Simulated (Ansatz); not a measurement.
A ladder of methods for SiO (SMILES O=[Si])

SiO has 2 atoms, charge 0, and is taken as a singlet. SMILES: `O=[Si]`. Geometry: relaxed at PBE0-D4/def2-TZVP. The run starts from this shape.

| atom | x (Å) | y (Å) | z (Å) |
| --- | --- | --- | --- |
| O | -0.6407 | 0.2315 | -0.3240 |
| Si | 0.6407 | -0.2315 | 0.3240 |

Each level gives the adiabatic ionisation energy (to the doublet cation, no zero-point term) (eV). The values are calculated.

```json
{"level": "HF/cc-pVTZ", "kind": "Hartree–Fock", "program": "Ansatz", "value (eV)": "9.64", "less CCSD(T)/cc-pVTZ": "-1.95", "CPU time (all runs)": "5.1 s"}
{"level": "BLYP/cc-pVTZ", "kind": "GGA", "program": "Ansatz", "value (eV)": "11.15", "less CCSD(T)/cc-pVTZ": "-0.44", "CPU time (all runs)": "5.1 s"}
{"level": "MP2/cc-pVTZ", "kind": "perturbation theory", "program": "Ansatz", "value (eV)": "11.98", "less CCSD(T)/cc-pVTZ": "+0.39", "CPU time (all runs)": "8.5 s"}
{"level": "CCSD(T)/cc-pVTZ", "kind": "coupled cluster or CI", "program": "Ansatz", "value (eV)": "11.59", "less CCSD(T)/cc-pVTZ": "0.00", "CPU time (all runs)": "92 s"}
```

CCSD(T)/cc-pVTZ is the highest level here, not the true value. The values span 9.64 to 11.98 eV. CPU times are rough (shared hosts, several kinds of processor): they show what a rung costs within a factor of a few.

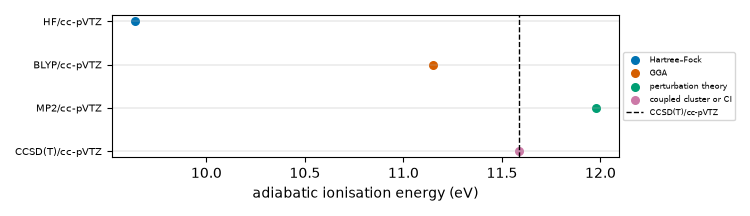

The values of the table, level by level.
